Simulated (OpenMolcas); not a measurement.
**AlBH2OF2: a line through the functionals**

The species is AlBH2OF2 (7 atoms), meant as a singlet with charge 0. As SMILES, `O[B](F)[AlH][F]`. The shape is that of a PBE0-D4/def2-TZVP optimisation. This is one conformer, not always the lowest.

The vertical energy of the triplet above the singlet y, in eV, basis 6-31G(d); a is the functional's share of exact exchange. Programs: OpenMolcas 26.06.

```
functional     program     a  y (eV)
       PBE  OpenMolcas     0    3.34
      TPSS  OpenMolcas     0    3.45
     B3LYP  OpenMolcas   0.2       ?
      PBE0  OpenMolcas  0.25    3.62
     BHLYP  OpenMolcas   0.5    4.02
```

Problem. Fit y = c + s·a to the known rows and predict B3LYP.

Solution. 
1. Means of the 4 rows: a = 0.1875, y = 3.607.
2. Σ(Δa)² = 0.17188, Σ(Δa·Δy) = 0.20937, so the slope is 0.20937/0.17188 = 1.2181.
3. Intercept: 3.607 − (1.2181) × 0.1875 = 3.379. The largest residual of the fit is 0.071.
4. B3LYP: 3.379 + (1.2181) × 0.2 = 3.62 eV.

The run gave 3.72 eV, so the prediction is off by -0.10 eV, about the largest residual. The rows mix families of semi-local functionals, which the line can't see.

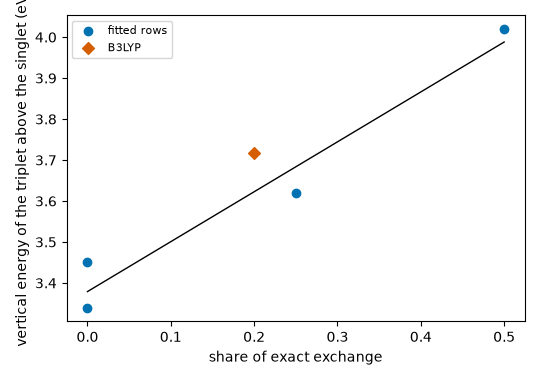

The fitted line, with the withheld row.
